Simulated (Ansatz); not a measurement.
## Electronic structure of AsH3···H3Sb in real space

Input file:

```
crystal:
  periodic: [false, false, false]
  atoms:
    - {symbol: As, position_ang: [-0.275473, -0.230512, -1.749790]}
    - {symbol: H, position_ang: [-1.191505, -0.499941, -2.934011]}
    - {symbol: H, position_ang: [0.277624, 1.037806, -2.379207]}
    - {symbol: H, position_ang: [0.840646, -1.082661, -2.331678]}
    - {symbol: Sb, position_ang: [0.651464, 0.196821, 1.545067]}
    - {symbol: H, position_ang: [-0.695006, 1.234850, 1.405475]}
    - {symbol: H, position_ang: [0.687907, 0.393721, 3.245632]}
    - {symbol: H, position_ang: [-0.352167, -1.175818, 1.676066]}
basis:
  gaussian: {orbitals: "def2-TZVPPD.json"}
hamiltonian: {xc: pbe0, dispersion: d4}
output: {orbitals: {seedname: orbitals}}
```

Command:

```sh
ansatz run in.yaml --threads 4 --pin off --events-out ev --progress --plain --max-ram 9574MiB
```

Geometry: rigid move from PBE0-D4/def2-TZVP; core potentials replace the inner electrons of Sb.

Computed with Ansatz, RKS PBE0-D4/def2-TZVPPD.

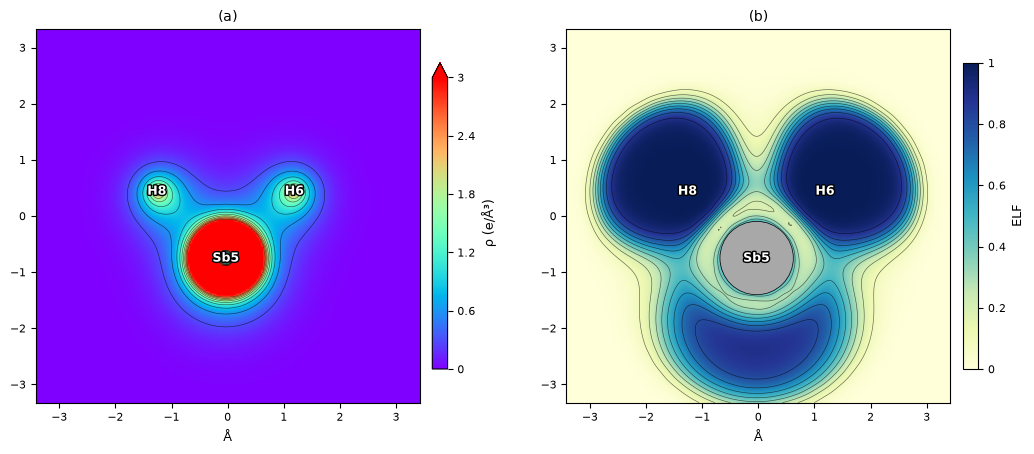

Figure 1. (a) electron density; (b) ELF on the plane of atoms H6, Sb5 and H8. Grey discs cover the atomic cores in the ELF map.

### Interpret the plot.

Atoms in the plane: Sb and H.
Sb–H (1.71 Å): the density is about 1.1 e/Å³ at the midpoint; the ELF climbs to about 1 towards the hydrogen.
The ELF also peaks beside Sb5, away from the bonds: lone-pair regions.

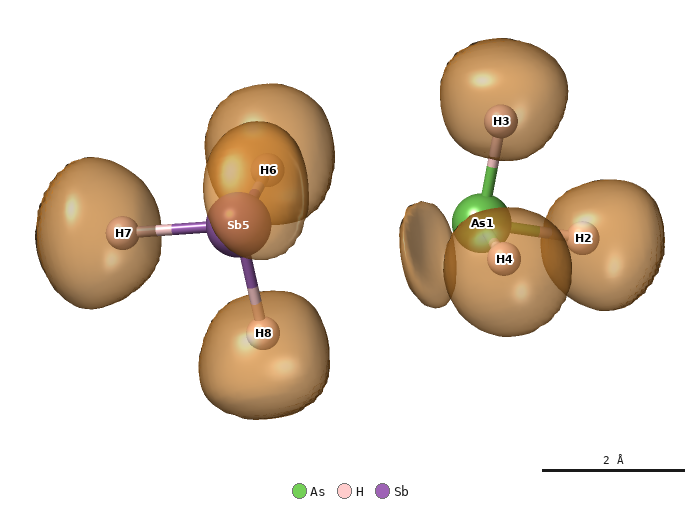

Figure 2. Isosurface of the electron localisation function at 0.9 (orange), seen at a tilt. Core shells and regions of very low density are left out.

### Identify the bonds, lone pairs and shells in this picture.

The surface consists of six regions around hydrogen nuclei, one lobe on As, pointing away from the bonds (lone pairs) and one lobe on Sb, pointing away from the bonds (lone pairs). Along the contacts the grid gives the following. Sb5···As1 (3.45 Å): the ELF dips to about 0.15 between them. As–H (1.52 Å): the ELF climbs to about 1 towards the hydrogen.

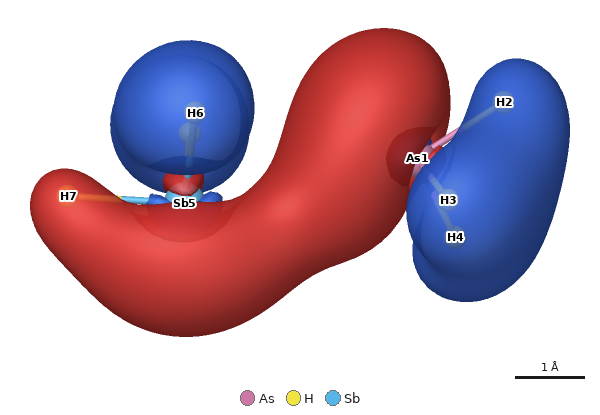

Figure 3. The HOMO−1 at ±0.06 Å⁻³ᐟ² (red and blue are the two phases), seen from one side.

### Describe this orbital and give its energy.

Its weight (Hirshfeld) is mainly on As1 (about 50 %), Sb5 (about 25 %), H6 (about 5 %) and H8 (about 5 %). Its energy is −8.02 eV.

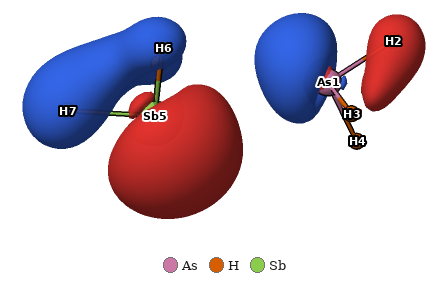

Figure 4. One frontier orbital at ±0.1 Å⁻³ᐟ² (blue and red are the two phases), seen from one side.

### Which orbital is it: HOMO or LUMO?

The HOMO, at −7.20 eV. Its weight (Hirshfeld) is mainly on Sb5 (about 60 %), As1 (about 20 %) and H7 (about 10 %).
